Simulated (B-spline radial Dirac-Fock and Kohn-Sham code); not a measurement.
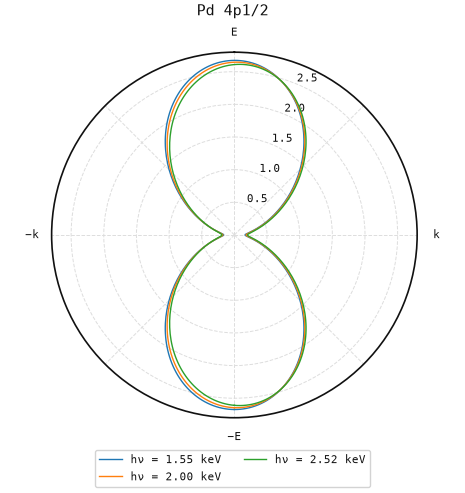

Angular distribution of photoelectrons from N2 (4p1/2) in the plane of the polarisation E (up) and the photon direction k (right), relative to an isotropic one. System: the palladium atom. The calculation used a Dirac–Hartree–Slater potential; 1 + βP₂(cos θ) + (δ + γ cos²θ) sin θ cos φ with E1 and E1–E2 terms (a radial B-spline solver).

Question: What are β, γ and δ at 2.52 keV?

Answer: β = 1.609, γ = 0.221, δ = 0.005.

Question: Is the pattern at 2.52 keV symmetric between forward and backward?

Answer: No: 45° forward of E it is 1.1 times the value 45° backward, from the non-dipole terms.
